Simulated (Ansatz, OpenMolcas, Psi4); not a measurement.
## How methods differ on Si2H4OF2 (SMILES O[SiH](F)[SiH2]F)

Si2H4OF2 has 9 atoms, charge 0, and is taken as a singlet. As SMILES, `O[SiH](F)[SiH2]F`. Geometry: relaxed at PBE0-D4/def2-TZVP. This is one conformer, not always the lowest.

```xyz
9

O     0.8443    1.7667   -0.4850
Si    0.9694    0.1378   -0.4531
F     0.9867   -0.4597   -1.9385
Si   -0.8940   -0.7724    0.6683
F    -2.1339    0.2026    0.3338
H    -0.0142    2.1549   -0.6651
H     2.2846   -0.1639    0.1538
H    -1.2530   -2.1439    0.2266
H    -0.7015   -0.7683    2.1423
```

Each level gives the energy change with the Si2–H7 bond stretched from 1.480 to 1.702 Å (eV). The values are calculated.

| level | kind | program | value (eV) | CPU time (all runs) |
| --- | --- | --- | --- | --- |
| SVWN5/def2-SVP (restricted) | LDA | OpenMolcas | 0.26 | 44 s |
| revPBE/def2-SVP (restricted) | GGA | Ansatz | 0.26 | 15 s |
| TPSS/def2-SVP (restricted) | meta-GGA | OpenMolcas | 0.32 | 69 s |
| r2SCAN-D4/def2-SVP (density fitting) (restricted) | meta-GGA | Psi4 | 0.31 | 36 s |
| B3LYP/def2-SVP (restricted) | global hybrid | Ansatz | 0.32 | 18 s |
| BHLYP/def2-SVP (restricted) | global hybrid | OpenMolcas | 0.38 | 51 s |
| PBE-QIDH/def2-SVP (restricted) | double hybrid | Ansatz | 0.38 | 28 s |
| RPA@PBE/def2-SVP (restricted) | RPA | Ansatz | 0.35 | 28 s |

The first shape isn't each level's own minimum. The values span 0.26 to 0.38 eV. Times are those of the runs behind each value, whatever else they computed, on shared processors of several kinds: orders of magnitude only.

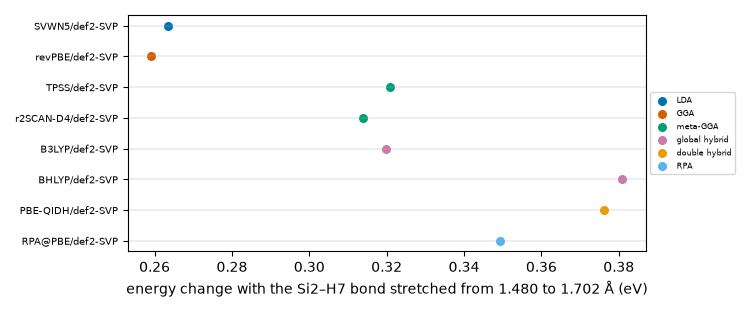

The values of the table, level by level.
